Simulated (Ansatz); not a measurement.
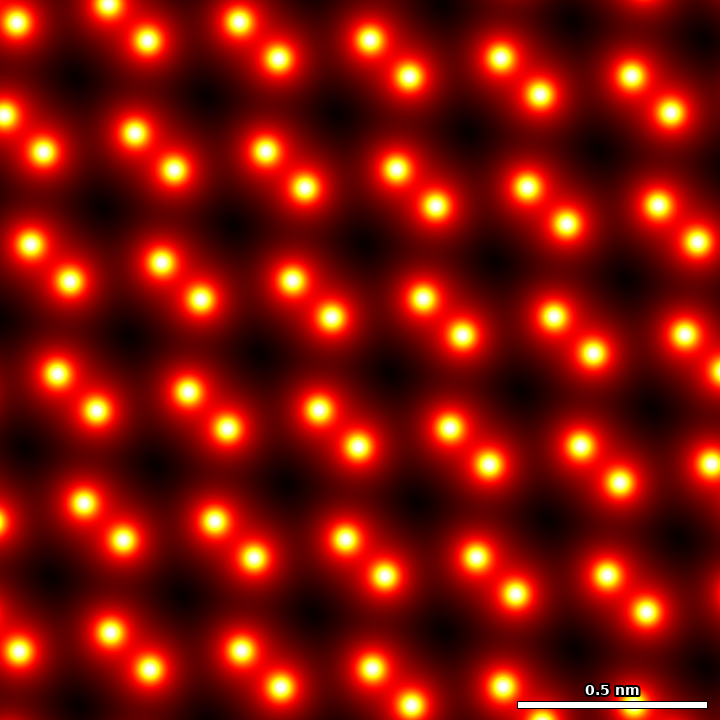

Map of the projected electrostatic potential of Ge. Computed as the sum of neutral-atom potentials (tabulated electron scattering factors, B = 0.8 Å²) projected along the beam and smoothed by 0.25 Å; brighter is more positive. The display is stretched by a gamma of 0.6; percentages refer to the linear signal.

Give the net of the columns and its spacings.

The pattern repeats on a centred rectangular net of 4.1 × 5.8 Å.

What is the plane group of the image?

c2mm: perpendicular mirror lines on a centred net, with further twofold points between them.

How many columns does the smallest repeating cell hold, and how many levels of brightness?

2 columns in the primitive cell of 11.7 Å², all of one brightness.

The crystal is Ge (Fd-3m, No. 227) seen along [110]. Model: the input geometry of an electronic-structure calculation (not necessarily at equilibrium).
